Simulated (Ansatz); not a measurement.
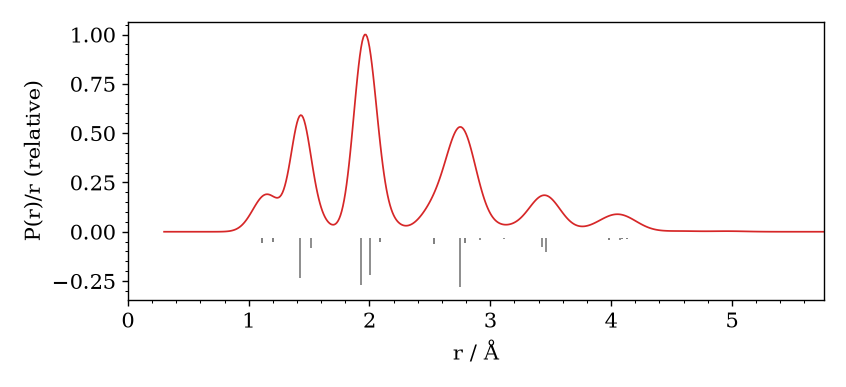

Simulated gas electron diffraction: radial distribution curve of CH5BFSi (charge +1, ignored in the scattering factors). Each pair of atoms contributes with weight ZᵢZⱼ/r (bars below the curve); damping constant 0.002 Å²; vibrational amplitudes assumed, not computed: 0.05 Å for bonds, 0.078 Å for bonds to H, 0.06 + 0.015 r up to 0.15 Å for other pairs. The geometry is the end point of an optimisation (Ansatz, RKS PBE-D4/6-31G); it may be a saddle point or a higher isomer. SMILES: B[SiH+]CF.

Q: Assign the first 6 clear peaks of the radial distribution curve (– bonded, ··· not bonded).

A: Peak 1, 1.15 Å: C–H 1.11 Å (×2), B–H 1.20 Å (×2), not resolved
Peak 2, 1.43 Å: F–C 1.43 Å, Si–H 1.51 Å, not resolved
Peak 3, 1.97 Å: Si–C 1.93 Å, Si–B 2.01 Å, F···H 2.09 Å (×2), not resolved
Peak 4, 2.75 Å: Si···H 2.53–2.79 Å (×4), Si···F 2.75 Å, not resolved
Peak 5, 3.45 Å: C···B 3.43 Å, F···B 3.46 Å
Peak 6, 4.05 Å: F···H 3.98–4.08 Å (×3), C···H 4.09 Å (×2), B···H 4.13 Å (×2), not resolved
